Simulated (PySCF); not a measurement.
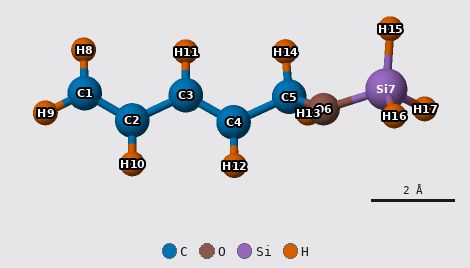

Fig. 1: The structure as given in the input (ball-and-stick view, seen at a tilt; atoms are numbered from 1 in the order of the input).

**Run report: C₅H₁₀OSi, NMR shielding calculation**

System: C₅H₁₀OSi.
Method: GIAO PBE0/pcSseg-1 NMR shielding, non-relativistic, gas phase (PySCF 2.14.0).

The geometry comes from this level: GFN2-xTB. It belongs to a series of runs on one base structure; here: constitutional isomer. Figures and captions count atoms from 1; the log counts them from 0 in places.

### Input
```
{"job": {"kind": "nmr", "xc": "PBE0", "basis": "pcSseg-1"}, "charge": 0, "multiplicity": 1}
C     -3.813645     0.235118    -0.013320
C     -2.658473    -0.150329     0.518955
C     -1.399964    -0.111158    -0.190328
C     -0.239421    -0.497405     0.336062
C      1.068627    -0.460179    -0.385850
O      2.023953     0.190828     0.404534
Si     3.562991     0.556390     0.067531
H     -3.873343     0.599031    -1.026155
H     -4.736729     0.203215     0.539135
H     -2.621246    -0.511332     1.538403
H     -1.435825     0.250031    -1.210677
H     -0.184063    -0.849021     1.357190
H      1.409239    -1.487267    -0.589055
H      0.961235     0.054861    -1.348525
H      3.660838     1.391988    -1.134260
H      3.908182     1.249797     1.295850
H      4.360645    -0.652538    -0.169400
```

The first line tells a small driver script what to run in PySCF; the rest is the geometry in Å.

Run as:
```bash
OMP_NUM_THREADS=1 python <driver script> task.json out
```

### The program's output
```
coarse grid: 14344 points
cycle   1  E = -560.6006074026  dE =  8.103e-01  |g| = 6.916e-01  |ddm| = 3.675e+00
cycle   2  E = -560.4840667263  dE =  1.165e-01  |g| = 1.056e+00  |ddm| = 1.486e+00
cycle   3  E = -560.6915926963  dE = -2.075e-01  |g| = 1.082e-01  |ddm| = 1.034e+00
cycle   4  E = -560.6938055952  dE = -2.213e-03  |g| = 3.572e-02  |ddm| = 1.179e-01
cycle   5  E = -560.6940801204  dE = -2.745e-04  |g| = 1.637e-02  |ddm| = 4.195e-02
cycle   6  E = -560.6941472120  dE = -6.709e-05  |g| = 3.738e-03  |ddm| = 1.605e-02
cycle   7  E = -560.6941507127  dE = -3.501e-06  |g| = 5.364e-04  |ddm| = 3.539e-03
final grid: 132896 points
cycle   8  E = -560.7469945238  dE = -2.653e-05  |g| = 9.901e-03  |ddm| = 2.894e-02
cycle   9  E = -560.7469803045  dE =  1.422e-05  |g| = 1.342e-02  |ddm| = 1.700e-02
cycle  10  E = -560.7470143211  dE = -3.402e-05  |g| = 1.675e-03  |ddm| = 1.037e-02
cycle  11  E = -560.7470149303  dE = -6.092e-07  |g| = 1.342e-04  |ddm| = 1.430e-03
cycle  12  E = -560.7470149323  dE = -1.999e-09  |g| = 9.651e-05  |ddm| = 1.839e-04
cycle  13  E = -560.7470149345  dE = -2.136e-09  |g| = 2.495e-05  |ddm| = 9.310e-05
cycle  14  E = -560.7470149346  dE = -1.551e-10  |g| = 4.686e-06  |ddm| = 2.646e-05
```

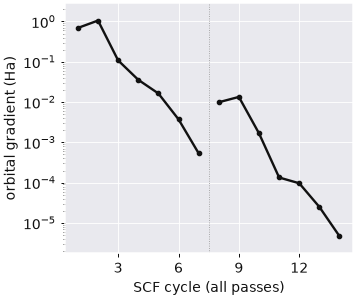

Fig. 2: Convergence of the self-consistent field: orbital gradient against the SCF cycle. The dotted line marks the change from a coarse to the final integration grid. The first 7 cycles use a coarse grid, the final grid takes over at cycle 8, and the field converges after 14 cycles in all.

```
converged SCF energy = -560.7470149346

GIAO shielding tensors (ppm)
atom      isotropic    diamagn.    paramagn.     s11        s22        s33       span
  0 C       61.806     252.593    -190.786    -46.722     71.123    161.017    207.739
  1 C       41.605     253.682    -212.077    -73.266     46.828    151.253    224.519
  2 C       47.406     256.346    -208.940    -54.100     58.402    137.918    192.018
  3 C       44.284     255.758    -211.474    -57.861     50.600    140.113    197.974
  4 C      116.029     245.251    -129.222     91.249    106.138    150.701     59.453
  5 O      319.722     398.197     -78.475    282.047    331.029    346.089     64.042
  6 Si     387.497     880.165    -492.668    343.009    345.593    473.889    130.879
  7 H       26.193      30.940      -4.747     23.162     25.536     29.881      6.719
  8 H       26.267      27.037      -0.770     23.825     25.483     29.493      5.668
  9 H       25.074      30.821      -5.747     22.534     23.923     28.764      6.230
 10 H       25.377      35.098      -9.721     22.138     24.255     29.737      7.599
 11 H       25.539      33.611      -8.072     22.700     24.698     29.218      6.519
 12 H       27.058      30.257      -3.198     22.744     27.407     31.024      8.279
 13 H       27.618      32.414      -4.796     23.439     27.386     32.029      8.590
 14 H       26.786      29.145      -2.359     23.565     25.194     31.600      8.034
 15 H       26.845      29.211      -2.366     23.113     25.320     32.102      8.989
 16 H       26.775      28.514      -1.739     23.672     24.999     31.654      7.982
```

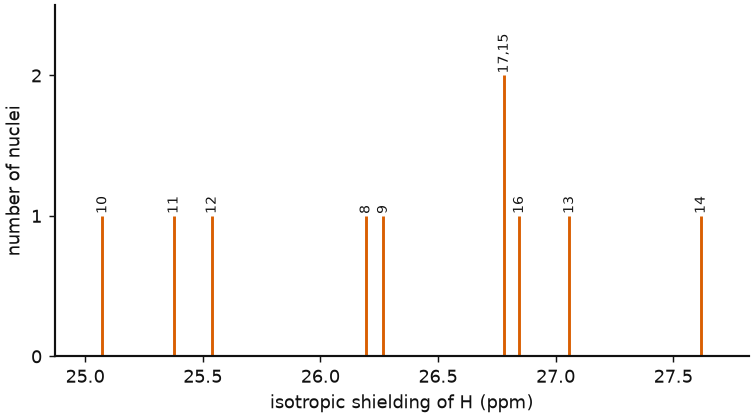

Fig. 3: Isotropic shieldings of the hydrogen nuclei in this fixed geometry, labelled by atom number; shielding grows to the right, so chemical shift grows to the left. The least shielded is H10 (25.1 ppm), the most shielded H14 (27.6 ppm).

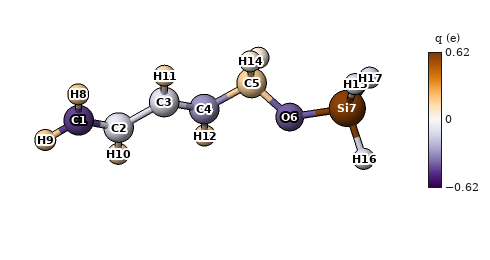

Fig. 4: ESP-fitted charges, as the colour of each atom (ball-and-stick view, seen at a tilt; atoms are numbered from 1 in the order of the input). By element: C −0.45 to +0.17, O −0.40, Si +0.59 and H −0.14 to +0.19 e.

### Summary

- outcome: converged
- total energy: −560.747015 hartree
- HOMO: −6.76 eV
- LUMO: −0.87 eV
- dipole moment: 1.03 D
- isotropic shielding, C: 41.6 to 116.0 ppm
- isotropic shielding, O: 319.7 ppm
- isotropic shielding, Si: 387.5 ppm
- isotropic shielding, H: 25.1 to 27.6 ppm
- hardware: 1 CPU thread, shared host
- wall time: 45 s
- peak memory: 0.79 GiB
